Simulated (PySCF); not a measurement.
# HF/ANO-RCC-MB (sfX2C) run of [C5H3]+ (SMILES C#C[c+]1cc1)

We compute a structure relaxation of [C5H3]+. 

The calculation is run with PySCF 2.14.0.

1 further run of the same task is left out (it didn't finish).

**1. The structure to begin with**

[C5H3]+ has 8 atoms, charge +1, and is taken as a singlet. As SMILES, `C#C[c+]1cc1`. Geometry: relaxed at GFN2-xTB. The run starts from this shape.

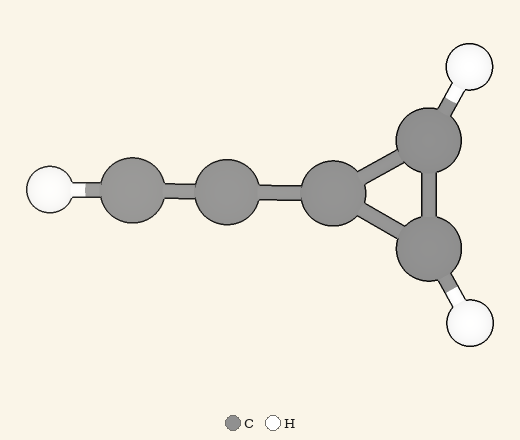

The structure, seen from a chosen angle (carbon grey, hydrogen white).

**2. A geometry optimisation at HF/ANO-RCC-MB (sfX2C)**

job.py reads:

```python
# C#C[c+]1cc1
from pyscf import gto, scf
from pyscf.geomopt.geometric_solver import kernel as optimise

system = gto.M(
    atom='''
C       -0.862560       1.875480       1.159810
C       -0.425870       0.914430       0.566020
C        0.071760      -0.159740      -0.099560
C        1.146870      -0.968630      -0.486750
C       -0.105080      -1.287640      -0.909580
H       -1.252070       2.710290       1.679100
H        2.198040      -1.162780      -0.452860
H       -0.771090      -1.921400      -1.456180
''',
    basis='ano-rcc-mb',
    charge=1,
    max_memory=1860,
    verbose=3,
)

calc0 = scf.RHF(system)
calc0 = calc0.sfx2c1e()
calc0.conv_tol = 1e-10
converged, mol_eq = optimise(calc0, maxsteps=60, convergence_set='GAU_TIGHT')
print('converged:', converged)
print(mol_eq.tostring())

calc0.reset(mol_eq)
system = mol_eq
calc0.kernel()
if not calc0.converged:
    calc0 = calc0.newton().run(calc0.mo_coeff, calc0.mo_occ)
etot = calc0.e_tot
print('Final energy', etot)
```

Run with:

```bash
$ OMP_NUM_THREADS=1 python job.py
```

What values should one expect? Wanted: total energy at the end; HOMO energy; LUMO energy; HOMO–LUMO gap.

**Answer.** As computed:

At HF/ANO-RCC-MB (sfX2C):

| quantity | value |
| --- | --- |
| total energy at the end | -190.45600 Eh |
| HOMO energy | -17.98 eV |
| LUMO energy | -5.26 eV |
| HOMO–LUMO gap | 12.72 eV |

At the final geometry: Bond lengths: C1–C2 1.229 Å, C2–C3 1.449 Å, C3–C4 1.447 Å, C3–C5 1.447 Å, C4–C5 1.432 Å, C1–H6 1.147 Å, C4–H7 1.161 Å, C5–H8 1.161 Å. Some angles: C1–C2–C3 180.0°, C2–C3–C4 150.3°, C2–C3–C5 150.3°, C4–C3–C5 59.3°, C3–C4–C5 60.3°, C3–C5–C4 60.3°, C2–C1–H6 180.0°, C3–C4–H7 149.3°, C5–C4–H7 150.3°, C3–C5–H8 149.3°. The optimisation took 9 steps and changed the energy by -0.966 eV.
